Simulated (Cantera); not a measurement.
Charge: 1 mol V2O5, 170 mol H2, 0.8 mol H2O, equilibrated at 1 atm.

Method: chemical equilibrium by Gibbs-energy minimisation in Cantera with the NASA 1993 tables (ideal gas, pure condensed phases). Candidate condensed phases: H2O, V, VO, V2O3, V2O4, V2O5; 12 gas species. VO: taken at fixed stoichiometry. Kinetics and transport are ignored.

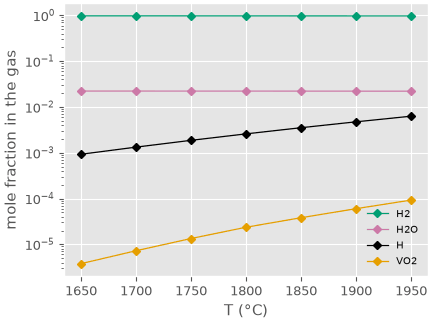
*Equilibrium gas composition (values under 1e-9 drawn at 1e-9)*

Read off the mole fractions at 1750 °C.

H2 about 0.98, H2O about 0.022, H about 0.0019, VO2 about 1.3e-5.
